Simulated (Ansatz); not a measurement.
## Response to strain in MgS

Take MgS in the rock salt structure (space group Fm-3m, No. 225; a = 5.2030 Å) as the base.

Strains are applied to the cell and any free atomic positions relax.

Method: r2SCAN in Ansatz (plane waves to 500 eV, PAW, no spin-orbit coupling).

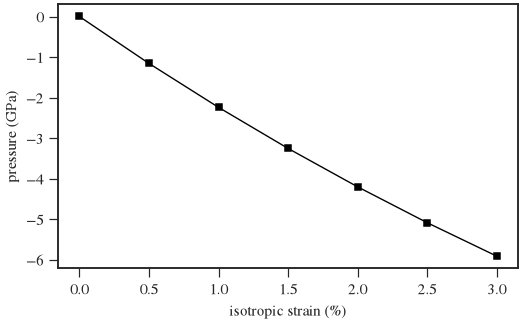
Figure. Pressure against isotropic strain

### Question
From the plot, what is the pressure for isotropic strain +0.50 %?

### Answer
About -1.2 GPa.

### Question
Is the trend monotonic over the range shown?

### Answer
Yes, it falls throughout, spanning -59.1 kbar to 0.0 kbar.

No phonon test of stability was made.

Ansatz is a first-principles code.
